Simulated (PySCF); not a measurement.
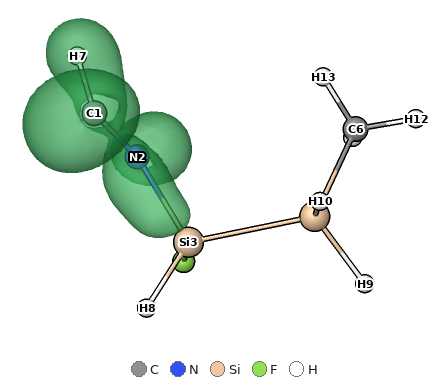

*C₂H₇FNSi₂ (doublet). Isosurface of the spin density (α minus β) at +0.03 e/Å³ (green), seen across its widest extent.*

Geometry: GFN2-xTB.

The calculation used UKS B3LYP, pcH-1 on C F H N Si, non-relativistic, mean-field spin-orbit, GIAO (PySCF).

| atom | x (Å) | y (Å) | z (Å) |
| --- | --- | --- | --- |
| C | 2.7633 | 0.9077 | -0.6596 |
| N | 1.9772 | 0.3337 | 0.0755 |
| Si | 1.0598 | -1.0808 | 0.4105 |
| F | 1.0579 | -1.0284 | 2.0291 |
| Si | -1.0717 | -0.7737 | -0.4061 |
| C | -1.7865 | 0.9150 | 0.0952 |
| H | 3.0606 | 1.9428 | -0.5576 |
| H | 1.7857 | -2.3245 | 0.1729 |
| H | -1.9718 | -1.8236 | 0.0958 |
| H | -1.0823 | -0.8658 | -1.8749 |
| H | -1.7933 | 1.0321 | 1.1757 |
| H | -2.8075 | 1.0376 | -0.2561 |
| H | -1.1958 | 1.7285 | -0.3182 |

Which atoms carry the spin?

Answer. The unpaired spin (1 electron) lies mostly on C1 (about 0.6), N2 (about 0.2) and H7 (about 0.1), in electrons by Hirshfeld's partition.
